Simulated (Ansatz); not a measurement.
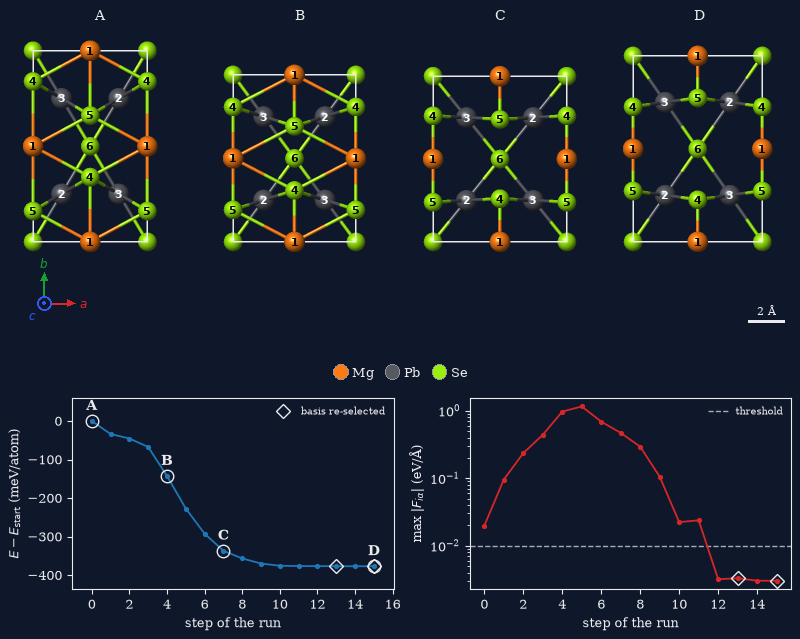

Frames of a relaxation of solid MgPb₂Se₃ (built on the CeAl2Cu3-65 type type), marked on the history of the run. The picture is a ball-and-stick view of the conventional cell (2 times the calculation's cell), seen along the c axis. Lengths and directions refer to the drawn axes.

Theory: DFT, PBEsol, plane waves, PAW (Ansatz).

The input:
```yaml
crystal:
  lattice:
    - [3.24245692, -5.42259668, 0.0]
    - [3.24245692, 5.42259668, 0.0]
    - [0.0, 0.0, 5.07000589]
  atoms:
    - { symbol: Mg, position: [0.5, 0.5, 0.0] }
    - { symbol: Pb, position: [0.0, 0.5, 0.5] }
    - { symbol: Pb, position: [0.5, 0.0, 0.5] }
    - { symbol: Se, position: [0.16106691, 0.83893309, 0.0] }
    - { symbol: Se, position: [0.83893309, 0.16106691, 0.0] }
    - { symbol: Se, position: [0.0, 0.0, 0.5] }
kpoints:
  mp_grid: { grid: [4, 4, 4] }
hamiltonian:
  xc: pbesol
scf:
  occupations: { method: fermi_dirac, width: 0.03 }
relax:
  f_tol: 0.01
  cell: {}
  max_steps: 120
```

Command:
```bash
ansatz run input.yaml --threads 2 --pin off --max-ram 2211MiB --backend cpu --events-out ev --progress --plain --runs-dir out
```

**What happens along the run?**

The largest moves relative to the cell, 1.19 Å, are those of Se4 and Se5. Se5 goes along +b. Pb and Mg stay in place. Cell: a 6.485 → 7.332 Å (+13.1 %), b 10.845 → 10.550 Å (−2.7 %), c 5.070 → 4.779 Å (−5.7 %). Volume +3.7 %. Near-neighbour distances that change, for instance: Mg1–Se4 3.676 → 2.388 Å, Mg1–Se4 (another image) 3.683 → 4.666 Å, Se4–Se6 3.079 → 3.748 Å, Pb2–Se4 3.160 → 3.022 Å. Bond angles that change, for instance: Pb2–Se4–Pb3 144.5° → 170.5°, Se4–Pb3–Se6 121.7° → 106.2°, Se4–Pb3–Se6 58.3° → 73.8°. The space group stays Cmmm (No. 65). Over 13 accepted moves (15 points after the start) the energy falls by 377 meV per atom. Largest force component: 0.02 eV/Å at the start, 0.003 eV/Å at the end. Pressure: −3.33 GPa at the start and 0.00 GPa at the end. The SCF was repeated twice at an unchanged geometry on a basis and grid sized afresh for the cell, which shifted the energy by 0.3 meV per atom at most. From step 0 to 4: Se atoms move most (0.29 Å), volume −7.8 %, energy −143 meV per atom. From step 4 to 7: Se atoms move most (0.45 Å), volume +6.6 %, energy −194 meV per atom. From step 7 to 15: Se atoms move most (0.36 Å), volume +5.5 %, energy −40.1 meV per atom.

```tsv
step	E − E(0), meV/atom	largest force component, eV/Å	pressure, GPa	volume, Å³/atom	note
0	0.00	0.0198	-3.33	29.715	
1	-33.85	0.0954	0.31	27.246	
2	-45.44	0.2349	0.79	27.016	
3	-67.43	0.4388	1.12	26.977	
4	-142.72	0.9695	0.89	27.396	
5	-227.10	1.1544	1.16	27.771	
6	-292.40	0.6882	2.35	27.857	
7	-336.67	0.4688	0.76	29.191	
8	-356.57	0.2931	0.49	30.215	
9	-369.73	0.1052	-0.92	31.334	
10	-375.60	0.0224	-0.18	30.871	
11	-376.34	0.0238	0.11	30.746	
12	-376.49	0.0032	-0.01	30.790	
13	-376.77	0.0033	0.01	30.790	same geometry, new basis
14	-376.78	0.0030	0.00	30.806	
15	-376.78	0.0030	0.00	30.806	same geometry, new basis
```
